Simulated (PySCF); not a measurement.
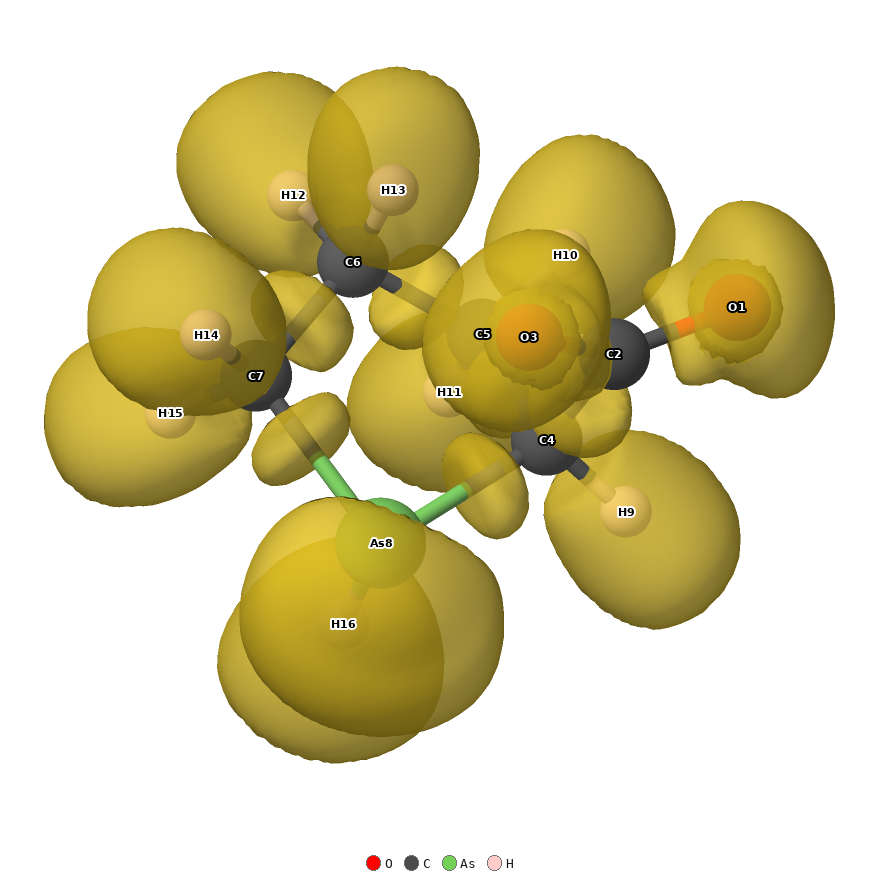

Figure 1: C₅H₈AsO₂ (charge −1). Isosurface of the ELF at 0.75 (yellow), seen at a tilt. Core shells and regions of very low density are left out.

Geometry: PBE0-D3(BJ)/def2-SVP.

All numbers below come from PySCF 2.14.0, CAM-B3LYP/def2-SVPD, SCF density, gas phase.

```xyz
16

O     3.4031    0.0706    0.5716
C     2.2348    0.0336    0.9797
O     1.7704    0.3213    2.1129
C     1.1375   -0.3419   -0.0615
C     0.7409    0.9045   -0.8532
C     0.0188    1.8569    0.1003
C    -1.0504    1.0914    0.8906
As   -0.4596   -0.8156    0.9988
H     1.4734   -1.1530   -0.7261
H     1.6464    1.3748   -1.2768
H     0.0775    0.6342   -1.6961
H    -0.4158    2.7169   -0.4414
H     0.7574    2.2495    0.8145
H    -1.1550    1.4858    1.9115
H    -2.0381    1.1262    0.4045
H    -1.3145   -1.2217   -0.2455
```

Where are the electrons localised?

Answer. At this value the surface marks out two regions between bonded As–C atoms (shared pairs), four regions between bonded C–C atoms (shared pairs), eight regions around hydrogen nuclei, two regions on O in which the atom's valence shell and bonds are merged and one lobe on As, pointing away from the bonds (lone pairs). Profiles from the grid: C–O (1.24 Å): the ELF peaks at about 0.90 between the atoms; a polar covalent bond. C–C (1.53 Å): the ELF peaks at about 0.95 between the atoms, as expected for localised, covalent bonding.
